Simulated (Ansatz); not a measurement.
# TiSi16: the cost of one run

Method: DFT PBE, plane waves, PAW, scalar-relativistic, no spin polarisation, in Ansatz 0.2.0.

## 1. Starting point

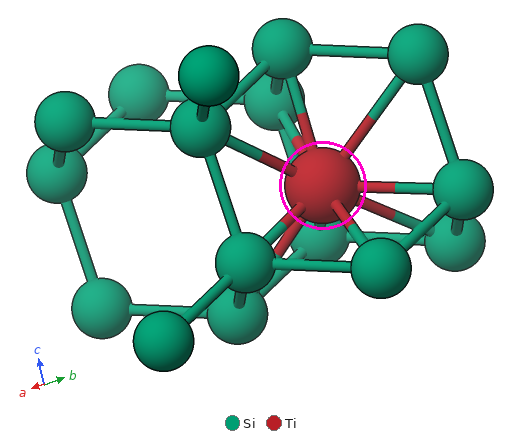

Start, viewed slightly off an axis; silicon teal, titanium red. Each atom of the cell is drawn once, at one copy chosen for all pictures, so bonds across the cell's faces may be missing. Ringed: Ti17.

Its coordinates follow in the input file.

## 2. Relaxing end A

Contents of input.yaml:

```yaml
crystal:
  lattice:
    - [0.0, 5.43, 5.43]
    - [5.43, 0.0, 5.43]
    - [5.43, 5.43, 0.0]
  atoms:
    - { symbol: Si, position: [0.0, 0.0, 0.0] }
    - { symbol: Si, position: [0.125, 0.125, 0.125] }
    - { symbol: Si, position: [0.0, 0.0, 0.5] }
    - { symbol: Si, position: [0.125, 0.125, 0.625] }
    - { symbol: Si, position: [0.0, 0.5, 0.0] }
    - { symbol: Si, position: [0.125, 0.625, 0.125] }
    - { symbol: Si, position: [0.0, 0.5, 0.5] }
    - { symbol: Si, position: [0.125, 0.625, 0.625] }
    - { symbol: Si, position: [0.5, 0.0, 0.0] }
    - { symbol: Si, position: [0.625, 0.125, 0.125] }
    - { symbol: Si, position: [0.5, 0.0, 0.5] }
    - { symbol: Si, position: [0.625, 0.125, 0.625] }
    - { symbol: Si, position: [0.5, 0.5, 0.0] }
    - { symbol: Si, position: [0.625, 0.625, 0.125] }
    - { symbol: Si, position: [0.5, 0.5, 0.5] }
    - { symbol: Si, position: [0.625, 0.625, 0.625] }
    - { symbol: Ti, position: [0.2654982, 0.2405558, 0.2508662] }
basis:
  ecutwfc: 420.0
kpoints:
  mp_grid: { grid: [2, 2, 2] }
hamiltonian:
  xc: pbe
  pseudopotentials: { kind: paw, azcp: { folder: soft_1 } }
scf:
  occupations: { method: gaussian, width: 0.02 }
  lower_state_search: "off"
relax:
  f_tol: 0.03
  max_steps: 60
  adjacent_minimum: "off"
output:
  write_density: true
  write_potential: true
  elf: true
  volumetric_format: npy
```

Run with:

```console
$ ansatz run input.yaml --threads 1 --pin off --max-ram 3072MiB --backend cpu --events-out ev --progress --plain --runs-dir out
```

**Question.** How long does this run take on 1 thread of Arm Neoverse V1, shared host, and how much memory does it need?

About 83 s, with a peak of 0.56 GiB.
